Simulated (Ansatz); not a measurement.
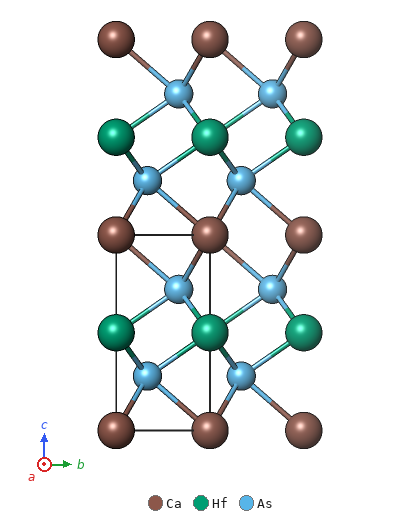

Projection along an edge of the hexagonal mesh, stacking direction c upwards. Every atom sits on one of the three columns of the mesh; call them A, B, C in the order in which they first turn up. The sequence starts with the first layer at or above the cell's origin.

CaHfAs₂: coordinates from a relaxation with DFT PBE, scalar-relativistic, plane waves, PAW (Ansatz 0.2.0); the starting structure was generated, so it need not be a known form of this composition.

Q: List the layers of one repeat.

A: Ca(A) – As(B) – Hf(A) – As(C) (four layers in 7.08 Å).

Q: How are the As layers alone stacked?

A: As layers alone: BC, the hexagonal close-packed type.

Q: Which positions between or in the As layers do the other atoms fill?

A: Hf: one octahedral site; Ca: one octahedral site in each hexagonal cell.
